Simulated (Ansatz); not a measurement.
# BClH₉NSi₃: a spread of methods and bases

How do the results and run time of BClH₉NSi₃ respond when the settings are drawn wide?

Method: the settings change from run to run; program: Ansatz 0.2.0, Gaussian basis.

### Step 1. The relaxed structure

The geometry comes from an earlier relaxation with PBE0-D4 in a triple-zeta def2 set; it is a stationary point, not always the lowest conformer.

SMILES `BN([SiH2][SiH3])[SiH2]Cl`, 15 atoms, charge 0, spin multiplicity 1.

Atoms are counted from 1 here; the program's logs count them from 0.

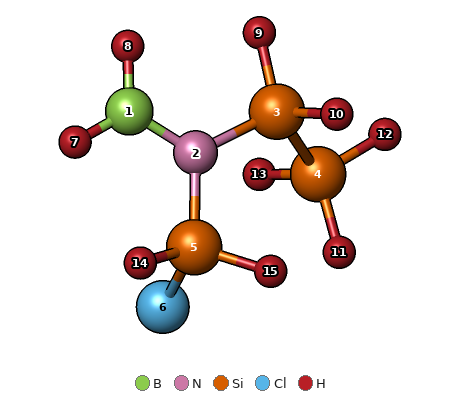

The structure; boron green, nitrogen pink, silicon orange, chlorine blue, hydrogen red; atoms are numbered from 1 in the order of the file.

### Step 2. BLYP/def2-SVP

This run has density fitting with cc-pVTZ-jkfit, a point charge of 0.50 e beside it, D4 dispersion.

File in.yaml:

```yaml
crystal:
  periodic: [false, false, false]
  atoms:
    - {symbol: B, position_ang: [-0.031808, 1.036248, -2.044067]}
    - {symbol: N, position_ang: [0.341985, 0.574612, -0.761300]}
    - {symbol: Si, position_ang: [0.505484, -1.148233, -0.404366]}
    - {symbol: Si, position_ang: [-0.876579, -1.802976, 1.374276]}
    - {symbol: Si, position_ang: [0.553749, 1.743934, 0.505212]}
    - {symbol: Cl, position_ang: [-1.226495, 2.068970, 1.478289]}
    - {symbol: H, position_ang: [-0.156234, 2.215191, -2.227394]}
    - {symbol: H, position_ang: [-0.219411, 0.255420, -2.931896]}
    - {symbol: H, position_ang: [0.160338, -1.894796, -1.639069]}
    - {symbol: H, position_ang: [1.922422, -1.432624, -0.044771]}
    - {symbol: H, position_ang: [-0.489693, -1.106423, 2.629337]}
    - {symbol: H, position_ang: [-0.708612, -3.269487, 1.569349]}
    - {symbol: H, position_ang: [-2.301296, -1.511613, 1.068268]}
    - {symbol: H, position_ang: [1.012663, 3.030099, -0.051712]}
    - {symbol: H, position_ang: [1.491686, 1.191077, 1.509043]}
basis:
  gaussian: {orbitals: def2-SVP, fitting: {mean_field: cc-pVTZ-jkfit}, point_charges: [{charge: 0.50, position_ang: [5.044, 0.901, -0.556]}]}
hamiltonian: {xc: {name: BLYP}, dispersion: d4}
output: {forces: true}
```

Run with:

```console
$ ansatz run in.yaml --threads 4 --pin off --events-out ev --progress --plain --max-ram 11315MiB
```

Standard output, cut to the lines that bear on the results:

```text
Functional definition: BLYP
  name "BLYP"
  cite "Becke, Phys. Rev. A 38, 3098 (1988) doi:10.1103/PhysRevA.38.3098"
  cite "Lee, Yang & Parr, Phys. Rev. B 37, 785 (1988) doi:10.1103/PhysRevB.37.785"
[...]
912 factors; integrals over basis functions are off by at most 1.2e-1 eV
[...]
mean field -38455.97300292 eV, -1413.2309414626 hartree, gradient 3.8e-5 eV, S^2 0.000000; 0 other end points of the search recorded, 0 dependent functions left out
[...]
reference -38455.97344903 eV, -1413.2309578567 hartree; 40, 40 occupied and 105, 105 virtual orbitals, 912 factors
Total energy: -38457.00391788 eV, -1413.2688268887 hartree
Atom 0 at    -0.031808     1.036248    -2.044067 Å, force    -0.131947     0.090643    -0.257644 eV/Å
Atom 1 at     0.341985     0.574612    -0.761300 Å, force     0.151105     0.027542    -0.294123 eV/Å
Atom 2 at     0.505484    -1.148233    -0.404366 Å, force    -0.199251    -0.742218     0.117229 eV/Å
Atom 3 at    -0.876579    -1.802976     1.374276 Å, force    -0.046553    -0.002683     0.070509 eV/Å
Atom 4 at     0.553749     1.743934     0.505212 Å, force     0.092429     0.546136     0.409624 eV/Å
Atom 5 at    -1.226495     2.068970     1.478289 Å, force    -0.538306     0.054361     0.294023 eV/Å
Atom 6 at    -0.156234     2.215191    -2.227394 Å, force    -0.022647     0.345607    -0.076795 eV/Å
Atom 7 at    -0.219411     0.255420    -2.931896 Å, force    -0.053093    -0.210213    -0.276764 eV/Å
Atom 8 at     0.160338    -1.894796    -1.639069 Å, force     0.005855    -0.126106    -0.175944 eV/Å
Atom 9 at     1.922422    -1.432624    -0.044771 Å, force     0.332625    -0.025472     0.055894 eV/Å
Atom 10 at    -0.489693    -1.106423     2.629337 Å, force     0.082692     0.117702     0.175130 eV/Å
Atom 11 at    -0.708612    -3.269487     1.569349 Å, force     0.042849    -0.225157     0.014046 eV/Å
Atom 12 at    -2.301296    -1.511613     1.068268 Å, force    -0.194686     0.063855    -0.081820 eV/Å
Atom 13 at     1.012663     3.030099    -0.051712 Å, force     0.186629     0.203101    -0.103098 eV/Å
Atom 14 at     1.491686     1.191077     1.509043 Å, force     0.286463    -0.104493     0.131153 eV/Å
Dipole moment:    -0.003242    -0.139637     0.086929 e Å
```

Wall time 0.6 s (4 threads of AMD EPYC 9R45, shared host).

Largest force 0.777 eV/Å, dipole 0.79 D.

### Step 3. r2SCAN0/cc-pVDZ

Set apart from the defaults: unrestricted orbitals, D3(BJ) dispersion, the search for lower states set to off.

in.yaml, as its differences from that of step 2:

```diff
@@ -19,4 +19,6 @@
 basis:
-  gaussian: {orbitals: def2-SVP, fitting: {mean_field: cc-pVTZ-jkfit}, point_charges: [{charge: 0.50, position_ang: [5.044, 0.901, -0.556]}]}
-hamiltonian: {xc: {name: BLYP}, dispersion: d4}
+  gaussian: {orbitals: cc-pVDZ}
+magnetization: {spin_polarized: true, initial_magnetization: 0}
+hamiltonian: {xc: {name: r2SCAN0}, dispersion: d3bj}
+scf: {lower_state_search: off}
 output: {forces: true}
```

The command is unchanged.

Standard output, cut to the lines that bear on the results:

```text
Warning: the engine holds no damping parameters fitted to this dispersion correction and functional, so the run takes those fitted to r2scan0 beside the three-body term, which d3bj leaves out (hamiltonian.dispersion, under Limitations)
Functional definition: r2SCAN0
  name "r2SCAN0"
  cite "Bursch, Neugebauer, Ehlert & Grimme, J. Chem. Phys. 156, 134105 (2022) doi:10.1063/5.0086040"
  cite "Furness, Kaplan, Ning, Perdew & Sun, J. Phys. Chem. Lett. 11, 8208 (2020) doi:10.1021/acs.jpclett.0c02405"
  cite "Furness, Kaplan, Ning, Perdew & Sun, J. Phys. Chem. Lett. 11, 9248 (2020) doi:10.1021/acs.jpclett.0c03077"
  parent r2scan
[...]
1397 factors; integrals over basis functions are off by at most 1.1e-3 eV
[...]
mean field -38466.32579509 eV, -1413.6113995574 hartree, gradient 3.0e-6 eV, S^2 0.000000; 0 other end points of the search recorded, 0 dependent functions left out
[...]
reference -38466.32580736 eV, -1413.6114000083 hartree; 40, 40 occupied and 105, 105 virtual orbitals, 1397 factors
[...]
Atom 5 at    -1.226495     2.068970     1.478289 Å, force    -0.439973     0.067167     0.230763 eV/Å
Atom 6 at    -0.156234     2.215191    -2.227394 Å, force    -0.011330     0.141934    -0.016135 eV/Å
Atom 7 at    -0.219411     0.255420    -2.931896 Å, force    -0.020422    -0.096422    -0.103950 eV/Å
Atom 8 at     0.160338    -1.894796    -1.639069 Å, force    -0.027037    -0.052496    -0.075394 eV/Å
Atom 9 at     1.922422    -1.432624    -0.044771 Å, force     0.101470    -0.018646     0.033203 eV/Å
Atom 10 at    -0.489693    -1.106423     2.629337 Å, force     0.031402     0.047244     0.082906 eV/Å
Atom 11 at    -0.708612    -3.269487     1.569349 Å, force     0.015407    -0.099890     0.008061 eV/Å
Atom 12 at    -2.301296    -1.511613     1.068268 Å, force    -0.093452     0.023597    -0.027502 eV/Å
Atom 13 at     1.012663     3.030099    -0.051712 Å, force     0.017736     0.094317    -0.029593 eV/Å
Atom 14 at     1.491686     1.191077     1.509043 Å, force     0.054117    -0.042401     0.078904 eV/Å
Dipole moment:     0.256565    -0.132377    -0.013224 e Å
Checks for a lower state left out: stability, starts, cluster_reference, orbital_swaps, neighbouring_geometries, increment
```

Run time: 2 s. Hardware: 4 threads of AMD EPYC 9R45, shared host; peak memory 0.49 GiB.

Largest force 0.589 eV/Å, dipole 1.39 D, ⟨S²⟩ 0.000.

### Step 4. PBE0/def2-TZVPP

Set apart from the defaults: D3(BJ) dispersion.

in.yaml, as its differences from that of step 3:

```diff
@@ -19,6 +19,4 @@
 basis:
-  gaussian: {orbitals: cc-pVDZ}
-magnetization: {spin_polarized: true, initial_magnetization: 0}
-hamiltonian: {xc: {name: r2SCAN0}, dispersion: d3bj}
-scf: {lower_state_search: off}
+  gaussian: {orbitals: def2-TZVPP}
+hamiltonian: {xc: {name: PBE0}, dispersion: d3bj}
 output: {forces: true}
```

The command is unchanged.

Standard output, cut to the lines that bear on the results:

```text
Functional definition: PBE0
  name "PBE0"
  cite "Adamo & Barone, J. Chem. Phys. 110, 6158 (1999) doi:10.1063/1.478522"
  cite "Perdew, Burke & Ernzerhof, Phys. Rev. Lett. 77, 3865 (1996) doi:10.1103/PhysRevLett.77.3865"
  parent pbe
[...]
2053 factors; their error is unknown
[...]
mean field -38456.57048650 eV, -1413.2528985791 hartree, gradient 4.9e-5 eV, S^2 0.000000; 0 other end points of the search recorded, 0 dependent functions left out
[...]
reference -38456.57053016 eV, -1413.2529001837 hartree; 40, 40 occupied and 316, 316 virtual orbitals, 2053 factors
Total energy: -38457.01460342 eV, -1413.2692195748 hartree
Atom 0 at    -0.031808     1.036248    -2.044067 Å, force    -0.004138     0.002414    -0.003434 eV/Å
Atom 1 at     0.341985     0.574612    -0.761300 Å, force     0.004386     0.001556    -0.009505 eV/Å
[...]
Atom 5 at    -1.226495     2.068970     1.478289 Å, force    -0.002228     0.001821     0.004113 eV/Å
Atom 6 at    -0.156234     2.215191    -2.227394 Å, force     0.004424    -0.015779     0.006525 eV/Å
Atom 7 at    -0.219411     0.255420    -2.931896 Å, force     0.005898     0.008857     0.014833 eV/Å
Atom 8 at     0.160338    -1.894796    -1.639069 Å, force     0.001211     0.006707     0.006022 eV/Å
Atom 9 at     1.922422    -1.432624    -0.044771 Å, force    -0.008796     0.002222    -0.002582 eV/Å
Atom 10 at    -0.489693    -1.106423     2.629337 Å, force    -0.001967    -0.001451    -0.008092 eV/Å
Atom 11 at    -0.708612    -3.269487     1.569349 Å, force    -0.000195     0.006855    -0.001092 eV/Å
Atom 12 at    -2.301296    -1.511613     1.068268 Å, force     0.008149     0.000328     0.001128 eV/Å
Atom 13 at     1.012663     3.030099    -0.051712 Å, force    -0.004375    -0.008464     0.000786 eV/Å
Atom 14 at     1.491686     1.191077     1.509043 Å, force    -0.006270     0.000513    -0.004938 eV/Å
Dipole moment:     0.219060    -0.121469     0.009738 e Å
```

Wall time 4 s (4 threads of AMD EPYC 9R45, shared host); peak memory 1.7 GiB.

Largest force 0.018 eV/Å, dipole 1.20 D.

### Step 5. PBE-QIDH/pcseg-2

Set apart from the defaults: charge -1, multiplicity 2.

in.yaml, as its differences from that of step 4:

```diff
@@ -19,4 +19,5 @@
 basis:
-  gaussian: {orbitals: def2-TZVPP}
-hamiltonian: {xc: {name: PBE0}, dispersion: d3bj}
-output: {forces: true}
+  gaussian: {orbitals: pcseg-2}
+total_charge: -1
+magnetization: {spin_polarized: true, initial_magnetization: 1}
+hamiltonian: {xc: {name: PBE-QIDH}}
```

Same command.

Standard output, cut to the lines that bear on the results:

```text
Functional definition: PBE-QIDH
  name "PBE-QIDH"
  cite "Brémond, Sancho-García, Pérez-Jiménez & Adamo, J. Chem. Phys. 141, 031101 (2014) doi:10.1063/1.4890314"
  cite "Perdew, Burke & Ernzerhof, Phys. Rev. Lett. 77, 3865 (1996) doi:10.1103/PhysRevLett.77.3865"
[...]
1931 factors; integrals over basis functions are off by at most 1.0e-3 eV
[...]
mean field -38437.19390170 eV, -1412.5408222216 hartree, gradient 4.9e-6 eV, S^2 0.755711; 6 other end points of the search recorded, 0 dependent functions left out
22 core orbitals not correlated: weight in the atoms' cores, before any rotation towards them, 1.000 or more for the frozen orbitals, at most 0.000 for the correlated occupied ones
reference -38437.19392316 eV, -1412.5408230102 hartree; 19, 18 occupied and 281, 282 virtual orbitals, 1931 factors
second order -27.02411551 eV of doubles, -0.00000000 eV of singles
Total energy: -38446.20196166 eV, -1412.8718623193 hartree
```

Run time: 16 s. Hardware: 4 threads of AMD EPYC 9R45, shared host; peak memory 1.5 GiB.

⟨S²⟩ 0.756.

### Step 6. PBE-QIDH/STO-3G

Set apart from the defaults: multiplicity 3.

in.yaml, as its differences from that of step 5:

```diff
@@ -19,5 +19,4 @@
 basis:
-  gaussian: {orbitals: pcseg-2}
-total_charge: -1
-magnetization: {spin_polarized: true, initial_magnetization: 1}
+  gaussian: {orbitals: STO-3G}
+magnetization: {spin_polarized: true, initial_magnetization: 2}
 hamiltonian: {xc: {name: PBE-QIDH}}
```

The command is unchanged.

Standard output, cut to the lines that bear on the results:

```text
Functional definition: PBE-QIDH
  name "PBE-QIDH"
  cite "Brémond, Sancho-García, Pérez-Jiménez & Adamo, J. Chem. Phys. 141, 031101 (2014) doi:10.1063/1.4890314"
  cite "Perdew, Burke & Ernzerhof, Phys. Rev. Lett. 77, 3865 (1996) doi:10.1103/PhysRevLett.77.3865"
[...]
647 factors; integrals over basis functions are off by at most 6.8e-5 eV
[...]
mean field -37996.15427503 eV, -1396.3329148890 hartree, gradient 5.3e-6 eV, S^2 2.014349; 2 other end points of the search recorded, 0 dependent functions left out
22 core orbitals not correlated: weight in the atoms' cores, before any rotation towards them, 1.000 or more for the frozen orbitals, at most 0.000 for the correlated occupied ones
reference -37996.15428363 eV, -1396.3329152049 hartree; 19, 17 occupied and 14, 16 virtual orbitals, 647 factors
second order -5.95024870 eV of doubles, -0.00000000 eV of singles
Total energy: -37998.13769986 eV, -1396.4058044070 hartree
```

It took 1.4 s on 4 threads of AMD EPYC 9R45, shared host; peak memory 0.26 GiB.

⟨S²⟩ 2.014.

### Step 7. B97/aug-cc-pVDZ

This run has charge -1, multiplicity 2, density fitting with cc-pVTZ-jkfit, relativity set to scalar.

in.yaml, as its differences from that of step 6:

```diff
@@ -19,4 +19,5 @@
 basis:
-  gaussian: {orbitals: STO-3G}
-magnetization: {spin_polarized: true, initial_magnetization: 2}
-hamiltonian: {xc: {name: PBE-QIDH}}
+  gaussian: {orbitals: aug-cc-pVDZ, fitting: {mean_field: cc-pVTZ-jkfit}}
+total_charge: -1
+magnetization: {spin_polarized: true, initial_magnetization: 1}
+hamiltonian: {xc: {name: B97}, pseudopotentials: {relativity: scalar}}
```

Same command.

Standard output, cut to the lines that bear on the results:

```text
Functional definition: B97
  name "B97"
  cite "Becke, J. Chem. Phys. 107, 8554 (1997) doi:10.1063/1.475007"
[...]
      + integral(e_c_pw_opposite_spin*poly(b97_u_opposite, cos0, cos1, cos2))
912 factors; integrals over basis functions are off by at most 2.2e-1 eV
[...]
mean field -38544.69742465 eV, -1416.4915038217 hartree, gradient 2.7e-6 eV, S^2 0.750244; 20 other end points of the search recorded, 0 dependent functions left out
reference -38544.69753259 eV, -1416.4915077881 hartree; 41, 40 occupied and 194, 195 virtual orbitals, 912 factors
Total energy: -38544.69753259 eV, -1416.4915077881 hartree
Relativity: scalar
```

Run time: 2.3 min. Hardware: 4 threads of AMD EPYC 9R45, shared host; peak memory 1.5 GiB.

⟨S²⟩ 0.750.

### Step 8. SPW92/aug-cc-pVTZ

Set apart from the defaults: the search for lower states set to full.

in.yaml, as its differences from that of step 7:

```diff
@@ -19,5 +19,4 @@
 basis:
-  gaussian: {orbitals: aug-cc-pVDZ, fitting: {mean_field: cc-pVTZ-jkfit}}
-total_charge: -1
-magnetization: {spin_polarized: true, initial_magnetization: 1}
-hamiltonian: {xc: {name: B97}, pseudopotentials: {relativity: scalar}}
+  gaussian: {orbitals: aug-cc-pVTZ}
+hamiltonian: {xc: {name: SPW92}}
+scf: {lower_state_search: full}
```

The command is unchanged.

Standard output:

```text
Functional definition: SPW92
  name "SPW92"
  cite "Dirac, Proc. Camb. Phil. Soc. 26, 376 (1930) doi:10.1017/S0305004100016108"
  cite "Slater, Phys. Rev. 81, 385 (1951) doi:10.1103/PhysRev.81.385"
  cite "Perdew & Wang, Phys. Rev. B 45, 13244 (1992) doi:10.1103/PhysRevB.45.13244"
  exchange = slater_x
  correlation = pw_c
2362 factors; their error is unknown
mean field evaluation 1: about -38303.4227 eV, gradient 7.8e1 eV
mean field evaluation 2: about -38237.1405 eV, gradient 1.6e2 eV
mean field evaluation 4: about -38316.4151 eV, gradient 1.3e1 eV
mean field evaluation 8: about -38316.8824 eV, gradient 2.3e-1 eV
mean field evaluation 16: about -38316.8287 eV, gradient 4.9e-4 eV
mean field -38316.82867174 eV, -1408.1174816073 hartree, gradient 3.6e-5 eV, S^2 0.000000; 0 other end points of the search recorded, 0 dependent functions left out
reference -38316.82876523 eV, -1408.1174850428 hartree; 40, 40 occupied and 459, 459 virtual orbitals, 2362 factors
Total energy: -38316.82876523 eV, -1408.1174850428 hartree
```

Run time: 2.3 s. Hardware: 4 threads of AMD EPYC 9R45, shared host; peak memory 1.5 GiB.

### Step 9. r2SCAN/def2-TZVPP

This run has charge +1, multiplicity 2, restricted open-shell orbitals.

in.yaml, as its differences from that of step 8:

```diff
@@ -19,4 +19,5 @@
 basis:
-  gaussian: {orbitals: aug-cc-pVTZ}
-hamiltonian: {xc: {name: SPW92}}
-scf: {lower_state_search: full}
+  gaussian: {orbitals: def2-TZVPP}
+total_charge: 1
+magnetization: {spin_polarized: false, initial_magnetization: 1}
+hamiltonian: {xc: {name: r2SCAN}}
```

Same command.

Standard output, cut to the lines that bear on the results:

```text
Functional definition: r2SCAN
  name "r2SCAN"
  cite "Furness, Kaplan, Ning, Perdew & Sun, J. Phys. Chem. Lett. 11, 8208 (2020) doi:10.1021/acs.jpclett.0c02405"
  cite "Furness, Kaplan, Ning, Perdew & Sun, J. Phys. Chem. Lett. 11, 9248 (2020) doi:10.1021/acs.jpclett.0c03077"
  parent r2scan
[...]
2013 factors; their error is unknown
[...]
mean field -38459.53981541 eV, -1413.3620194041 hartree, gradient 1.2e-5 eV, S^2 0.750000; 12 other end points of the search recorded, 0 dependent functions left out
reference -38459.53983628 eV, -1413.3620201709 hartree; 40, 39 occupied and 316, 317 virtual orbitals, 2013 factors
Total energy: -38459.53983628 eV, -1413.3620201709 hartree
```

Wall time 24 s (4 threads of AMD EPYC 9R45, shared host); peak memory 1.9 GiB.

### Step 10. PBEsol/def2-mTZVP

Options: D3(BJ) with three-body dispersion.

in.yaml, as its differences from that of step 9:

```diff
@@ -19,5 +19,4 @@
 basis:
-  gaussian: {orbitals: def2-TZVPP}
-total_charge: 1
-magnetization: {spin_polarized: false, initial_magnetization: 1}
-hamiltonian: {xc: {name: r2SCAN}}
+  gaussian: {orbitals: def2-mTZVP}
+hamiltonian: {xc: {name: PBEsol}, dispersion: d3bjatm}
+output: {forces: true}
```

Same command.

Standard output, cut to the lines that bear on the results:

```text
Functional definition: PBEsol
  name "PBEsol"
  cite "Perdew et al., Phys. Rev. Lett. 100, 136406 (2008) doi:10.1103/PhysRevLett.100.136406"
  cite "Perdew, Burke & Ernzerhof, Phys. Rev. Lett. 77, 3865 (1996) doi:10.1103/PhysRevLett.77.3865"
  parent pbesol
[...]
1579 factors; their error is unknown
[...]
mean field -38378.89040043 eV, -1410.3982080696 hartree, gradient 4.6e-5 eV, S^2 0.000000; 0 other end points of the search recorded, 0 dependent functions left out
[...]
reference -38378.89045843 eV, -1410.3982102010 hartree; 40, 40 occupied and 113, 113 virtual orbitals, 1579 factors
Total energy: -38379.12095096 eV, -1410.4066806452 hartree
Atom 0 at    -0.031808     1.036248    -2.044067 Å, force    -0.005668     0.012221    -0.040483 eV/Å
Atom 1 at     0.341985     0.574612    -0.761300 Å, force    -0.011874     0.029694    -0.229924 eV/Å
[...]
Atom 5 at    -1.226495     2.068970     1.478289 Å, force    -0.307107     0.064175     0.178783 eV/Å
Atom 6 at    -0.156234     2.215191    -2.227394 Å, force    -0.016616     0.222254    -0.023420 eV/Å
Atom 7 at    -0.219411     0.255420    -2.931896 Å, force    -0.034533    -0.155545    -0.159900 eV/Å
Atom 8 at     0.160338    -1.894796    -1.639069 Å, force    -0.053292    -0.112549    -0.219610 eV/Å
Atom 9 at     1.922422    -1.432624    -0.044771 Å, force     0.238993    -0.044928     0.051822 eV/Å
Atom 10 at    -0.489693    -1.106423     2.629337 Å, force     0.060358     0.109327     0.209863 eV/Å
Atom 11 at    -0.708612    -3.269487     1.569349 Å, force     0.025915    -0.235338     0.034696 eV/Å
Atom 12 at    -2.301296    -1.511613     1.068268 Å, force    -0.230497     0.042845    -0.045052 eV/Å
Atom 13 at     1.012663     3.030099    -0.051712 Å, force     0.073234     0.216088    -0.121025 eV/Å
Atom 14 at     1.491686     1.191077     1.509043 Å, force     0.165409    -0.106384     0.165970 eV/Å
Dipole moment:     0.251312    -0.153123     0.022699 e Å
```

It took 0.85 s on 4 threads of AMD EPYC 9R45, shared host.

Largest force 0.376 eV/Å, dipole 1.42 D.

### Step 11. All runs side by side

```csv
level,charge,multiplicity,geometry,functions,energy (eV),time
BLYP/def2-SVP,0,1,"relaxed, point charge",145,-38457.004,0.6 s
r2SCAN0/cc-pVDZ,0,1,relaxed,145,-38466.503,2 s
PBE0/def2-TZVPP,0,1,relaxed,356,-38457.015,4 s
PBE-QIDH/pcseg-2,-1,2,relaxed,322,-38446.202,16 s
PBE-QIDH/STO-3G,0,3,relaxed,55,-37998.138,1.4 s
B97/aug-cc-pVDZ,-1,2,relaxed,235,-38544.698,2.3 min
SPW92/aug-cc-pVTZ,0,1,relaxed,499,-38316.829,2.3 s
r2SCAN/def2-TZVPP,1,2,relaxed,356,-38459.540,24 s
PBEsol/def2-mTZVP,0,1,relaxed,153,-38379.121,0.85 s
```

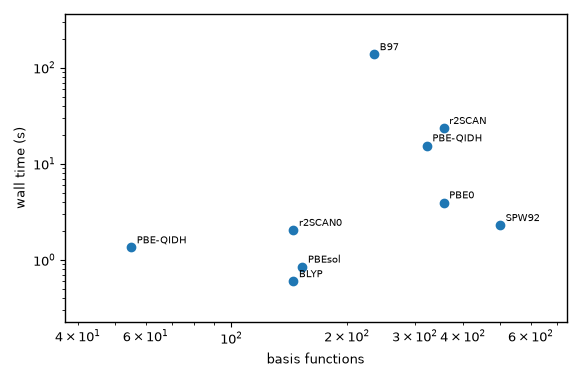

Wall time against the number of basis functions (shared host).

### Step 12. Summary of results

| quantity | value |
| --- | --- |
| runs | 9 |
| quickest | BLYP/def2-SVP, 0.6 s |
| slowest | B97/aug-cc-pVDZ, 2.3 min |
| spread of total energies, same state and geometry | 149.7 eV |
| dipole, same state and geometry | 1.20 to 1.42 D |

What this shows: Run time spans a factor of 229, from BLYP/def2-SVP to B97/aug-cc-pVDZ. The jobs differ in tasks and options as well as level. The totals spread over 150 eV; they can't be compared across methods or bases. At the PBE0-D4/def2-TZVP geometry and in the same state, the sound runs without point charges leave forces up to 0.59 eV/Å (r2SCAN0/cc-pVDZ). At that geometry and state the dipole changes by 18 % between the lowest and highest value.
